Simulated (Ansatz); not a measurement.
## Nudged elastic band of C₃H₆ClFOSi (part 2 of 2)

The same run, continued: C₃H₆ClFOSi, SMILES CCC(=O)[SiH](F)Cl; RKS BLYP-D4/6-31G (Ansatz 0.2.0). It belongs to a series of runs on one base structure; here: band between the two ends.

Geometry of the input (Å):
```
C  0.3992  -1.4735  1.4920
C  -0.3497  -0.5443  0.5162
C  0.5530  0.4159  -0.2318
O  1.7965  0.4778  -0.1067
Si -0.2527  1.6586  -1.5338
F  -1.6018  2.4622  -0.8416
Cl -0.9862  0.4598  -3.2372
H  1.1391  -2.0901  0.9573
H  -0.3085  -2.1438  2.0048
H  0.9415  -0.8901  2.2532
H  -1.1177  0.0661  1.0353
H  -0.9141  -1.1191  -0.2471
H  0.7219  2.6856  -2.0457
```

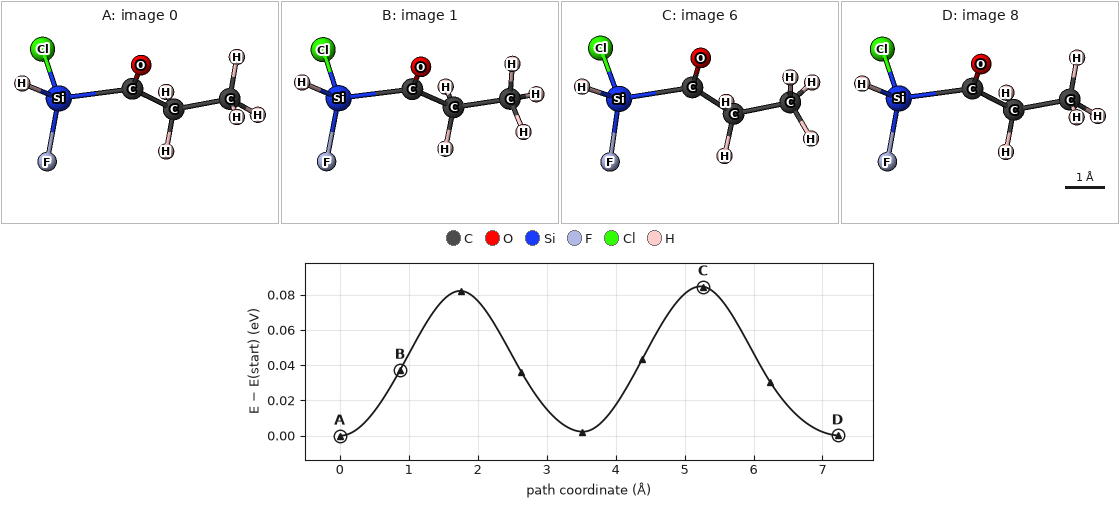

*Images of the last band (counted from 0; ball-and-stick, seen at a tilt) above the energy along the path; the line is a cubic interpolation that uses the forces.*

The highest image is number 6, 0.085 eV above the start and 0.085 eV above the end (the climbing image); start and end have the same energy. The path is 7.22 Å long. The band converged in 22 iterations.

```
Total energy: -28369.25298774 eV, -1042.5508179292 hartree
Atom 0 at     0.400468    -1.483557     1.496964 Å, force     0.031665    -0.025531     0.025422 eV/Å
Atom 1 at    -0.345811    -0.535599     0.523168 Å, force    -0.011800    -0.006507     0.010216 eV/Å
Atom 2 at     0.556640     0.410249    -0.249215 Å, force     0.028586    -0.011982     0.009334 eV/Å
Atom 3 at     1.804186     0.458070    -0.164335 Å, force    -0.019268     0.008445    -0.002688 eV/Å
Atom 4 at    -0.274361     1.663219    -1.518067 Å, force     0.017598     0.012858    -0.014329 eV/Å
Atom 5 at    -1.755220     2.244597    -0.879080 Å, force    -0.016231     0.012406     0.010079 eV/Å
Atom 6 at    -0.724077     0.540743    -3.361426 Å, force    -0.007348    -0.011170    -0.004786 eV/Å
Atom 7 at     0.045578    -1.353133     2.531497 Å, force     0.000923    -0.006731    -0.014071 eV/Å
Atom 8 at     1.482730    -1.275270     1.478217 Å, force    -0.028688     0.002605    -0.001747 eV/Å
Atom 9 at     0.255139    -2.540304     1.220947 Å, force    -0.003282     0.029279    -0.003309 eV/Å
Atom 10 at    -1.095336     0.096743     1.041436 Å, force     0.003607    -0.003232    -0.007534 eV/Å
Atom 11 at    -0.935379    -1.092305    -0.233814 Å, force     0.002652     0.000617    -0.005663 eV/Å
Atom 12 at     0.605742     2.831747    -1.871592 Å, force     0.001585    -0.001057    -0.000924 eV/Å
Dipole moment:    -0.009924    -0.114496     0.440905 e Å
this run last wrote the band of iteration 22 to [file]
```

The last band as extended XYZ (Å, eV, eV/Å):
```
13
Properties=species:S:1:pos:R:3:forces:R:3 image=0 energy=-28369.33734
C     0.3992   -1.4735    1.4920    0.0020  -0.0013   0.0014
C    -0.3497   -0.5443    0.5162    0.0007   0.0015  -0.0037
C     0.5530    0.4159   -0.2318   -0.0033  -0.0031   0.0013
O     1.7965    0.4778   -0.1067    0.0011   0.0011   0.0005
Si   -0.2527    1.6586   -1.5338   -0.0096   0.0083   0.0059
F    -1.6018    2.4622   -0.8416    0.0110  -0.0059  -0.0063
Cl   -0.9862    0.4598   -3.2372    0.0011   0.0009   0.0006
H     1.1391   -2.0901    0.9573   -0.0019   0.0013   0.0012
H    -0.3085   -2.1438    2.0048    0.0012   0.0011  -0.0012
H     0.9415   -0.8901    2.2532   -0.0015  -0.0016  -0.0017
H    -1.1177    0.0661    1.0353    0.0011  -0.0006  -0.0003
H    -0.9141   -1.1191   -0.2471    0.0009   0.0017   0.0022
H     0.7219    2.6856   -2.0457   -0.0028  -0.0035   0.0001
13
Properties=species:S:1:pos:R:3:forces:R:3 image=1 energy=-28369.29995
C     0.3939   -1.4653    1.5097   -0.0001  -0.0001  -0.0010
C    -0.3430   -0.5341    0.5206   -0.0001  -0.0049  -0.0025
C     0.5678    0.3961   -0.2572   -0.0008   0.0019   0.0009
O     1.8169    0.4115   -0.1881   -0.0011   0.0135   0.0144
Si   -0.2434    1.6513   -1.5441    0.0004   0.0045   0.0031
F    -1.4768    2.5728   -0.7878   -0.0028   0.0018  -0.0005
Cl   -1.1862    0.4580   -3.1462    0.0032   0.0008   0.0021
H     1.3923   -1.7252    1.1256   -0.0077  -0.0306  -0.0231
H    -0.1736   -2.3952    1.6674   -0.0244   0.0096   0.0319
H     0.5309   -0.9785    2.4884    0.0328   0.0247  -0.0075
H    -1.1029    0.0952    1.0270   -0.0123  -0.0141  -0.0096
H    -0.9159   -1.1078   -0.2373    0.0129  -0.0102  -0.0124
H     0.7604    2.5864   -2.1633    0.0001   0.0031   0.0041
13
Properties=species:S:1:pos:R:3:forces:R:3 image=2 energy=-28369.25511
C     0.3919   -1.4673    1.5154   -0.0013   0.0026  -0.0011
C    -0.3424   -0.4827    0.5684    0.0020  -0.0016   0.0028
C     0.5756    0.3549   -0.3042   -0.0018  -0.0005  -0.0029
O     1.8253    0.3004   -0.3111    0.0013   0.0004   0.0011
Si   -0.2409    1.6261   -1.5689   -0.0007  -0.0002   0.0040
F    -1.4635    2.5403   -0.7863    0.0011   0.0005  -0.0003
Cl   -1.2024    0.4470   -3.1681   -0.0001   0.0006  -0.0004
H     1.4821   -1.3759    1.3884    0.0004   0.0005   0.0004
H     0.1107   -2.5103    1.3029    0.0010  -0.0007  -0.0007
H     0.1526   -1.2612    2.5701   -0.0011  -0.0007   0.0003
H    -0.9880    0.2307    1.1200   -0.0003  -0.0001  -0.0006
H    -1.0369   -1.0036   -0.1218   -0.0002   0.0002  -0.0006
H     0.7564    2.5667   -2.1898   -0.0003  -0.0011  -0.0020
13
Properties=species:S:1:pos:R:3:forces:R:3 image=3 energy=-28369.30111
C     0.3937   -1.4612    1.5120   -0.0009   0.0040  -0.0028
C    -0.3374   -0.4321    0.6204    0.0053   0.0037   0.0120
C     0.5676    0.3096   -0.3449   -0.0040  -0.0079  -0.0089
O     1.8092    0.1758   -0.4211   -0.0004  -0.0121  -0.0082
Si   -0.2444    1.6000   -1.5930   -0.0001   0.0022  -0.0018
F    -1.4571    2.5168   -0.7982    0.0044  -0.0014  -0.0006
Cl   -1.2151    0.4392   -3.1988   -0.0058  -0.0009  -0.0004
H     1.4143   -1.1185    1.7423   -0.0058   0.0221   0.0311
H     0.4776   -2.4361    1.0063    0.0320   0.0070  -0.0260
H    -0.1471   -1.6125    2.4587   -0.0269  -0.0294  -0.0092
H    -0.8534    0.3450    1.2223    0.0114   0.0096   0.0081
H    -1.1435   -0.9004    0.0202   -0.0100   0.0088   0.0112
H     0.7559    2.5396   -2.2116    0.0008  -0.0058  -0.0045
13
Properties=species:S:1:pos:R:3:forces:R:3 image=5 energy=-28369.29382
C     0.4150   -1.4101    1.5571    0.0055  -0.0028   0.0368
C    -0.3397   -0.4994    0.5609    0.0116  -0.0422  -0.0009
C     0.5632    0.3055   -0.3554   -0.0006  -0.0137  -0.0106
O     1.8051    0.1789   -0.4421   -0.0053   0.0321   0.0263
Si   -0.2626    1.6145   -1.5744    0.0024   0.0005   0.0209
F    -1.5103    2.4658   -0.7608    0.0000  -0.0001  -0.0015
Cl   -1.1843    0.4938   -3.2383    0.0129   0.0118   0.0126
H     0.6274   -0.8720    2.4953    0.0437  -0.0002  -0.0197
H     1.3774   -1.7368    1.1337   -0.0173  -0.0164  -0.0310
H    -0.1769   -2.3049    1.8062   -0.0304   0.0375   0.0108
H    -1.0144    0.2125    1.0753   -0.0302  -0.0061  -0.0160
H    -1.0051   -1.0849   -0.1093    0.0132   0.0020  -0.0038
H     0.7257    2.6024   -2.1335   -0.0055  -0.0024  -0.0240
13
Properties=species:S:1:pos:R:3:forces:R:3 image=6 energy=-28369.25263
C     0.4005   -1.4836    1.4970    0.0317  -0.0255   0.0254
C    -0.3458   -0.5356    0.5232   -0.0118  -0.0065   0.0102
C     0.5566    0.4102   -0.2492    0.0286  -0.0120   0.0093
O     1.8042    0.4581   -0.1643   -0.0193   0.0084  -0.0027
Si   -0.2744    1.6632   -1.5181    0.0176   0.0129  -0.0143
F    -1.7552    2.2446   -0.8791   -0.0162   0.0124   0.0101
Cl   -0.7241    0.5407   -3.3614   -0.0073  -0.0112  -0.0048
H     0.0456   -1.3531    2.5315    0.0009  -0.0067  -0.0141
H     1.4827   -1.2753    1.4782   -0.0287   0.0026  -0.0017
H     0.2551   -2.5403    1.2209   -0.0033   0.0293  -0.0033
H    -1.0953    0.0967    1.0414    0.0036  -0.0032  -0.0075
H    -0.9354   -1.0923   -0.2338    0.0027   0.0006  -0.0057
H     0.6057    2.8317   -1.8716    0.0016  -0.0011  -0.0009
13
Properties=species:S:1:pos:R:3:forces:R:3 image=7 energy=-28369.30694
C     0.4053   -1.4846    1.4853   -0.0025   0.0025   0.0003
C    -0.3532   -0.5349    0.5326    0.0041   0.0093   0.0147
C     0.5409    0.4299   -0.2226    0.0003  -0.0103  -0.0034
O     1.7811    0.5222   -0.0853    0.0030  -0.0078  -0.0099
Si   -0.2824    1.6554   -1.5266   -0.0007   0.0044  -0.0037
F    -1.8352    2.1420   -0.9841    0.0030   0.0036   0.0037
Cl   -0.5384    0.5358   -3.4090   -0.0067  -0.0056  -0.0009
H    -0.2659   -1.8664    2.2700   -0.0157  -0.0317  -0.0165
H     1.2465   -0.9624    1.9670   -0.0165   0.0171   0.0274
H     0.8199   -2.3464    0.9388    0.0322   0.0148  -0.0169
H    -1.0975    0.0862    1.0737    0.0056   0.0056   0.0076
H    -0.9485   -1.0915   -0.2193   -0.0116   0.0034   0.0034
H     0.5476    2.8799   -1.8059    0.0054  -0.0053  -0.0057
13
Properties=species:S:1:pos:R:3:forces:R:3 image=8 energy=-28369.33722
C     0.4050   -1.4878    1.4771   -0.0059   0.0078  -0.0076
C    -0.3371   -0.6047    0.4543    0.0026   0.0010  -0.0053
C     0.5245    0.4809   -0.1587   -0.0084  -0.0046   0.0030
O     1.7350    0.6676    0.0973    0.0004   0.0031   0.0014
Si   -0.2808    1.6920   -1.4904   -0.0024   0.0092  -0.0050
F    -1.7883    2.2871   -0.9268    0.0096  -0.0055  -0.0033
Cl   -0.6608    0.5160   -3.3202   -0.0039  -0.0043   0.0014
H    -0.2713   -2.2545    1.8857   -0.0077  -0.0080   0.0034
H     0.7913   -0.8825    2.3122    0.0035   0.0062   0.0081
H     1.2639   -1.9934    1.0090    0.0094  -0.0059  -0.0060
H    -1.2216   -0.1068    0.9031    0.0028   0.0000   0.0012
H    -0.7464   -1.2043   -0.3852    0.0001   0.0012   0.0028
H     0.6070    2.8556   -1.8429    0.0000  -0.0004   0.0059
```
